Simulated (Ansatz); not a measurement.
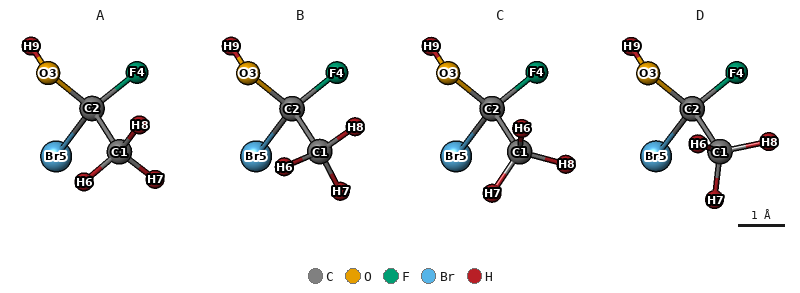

4 geometries from a converged minimum-energy path of C2H4BrFO, shuffled. The picture is a ball-and-stick view, seen from a free direction.

Level of theory: RKS PBE-D4/def2-mTZVP (Ansatz 0.2.0). Run with 9 movable images; climbing image; force threshold 0.05 eV/Å; iteration limit 60; starting path by image-dependent pair potential.

Question: Which frame is the transition state?

Answer: D. In order along the path, whose images run from 0 to 10: A (image 0, 0.00 kcal/mol), B (image 2, +1.09 kcal/mol), D (image 5, +3.13 kcal/mol), C (image 8, +1.10 kcal/mol). The motion is a rotation about the C1–C2 bond by about 120°. No bond forms or breaks between the ends.

The run took 85 s on 2 threads of Intel(R) Xeon(R) Platinum 8488C (Sapphire Rapids), on a shared host, peak memory 0.2 GiB.
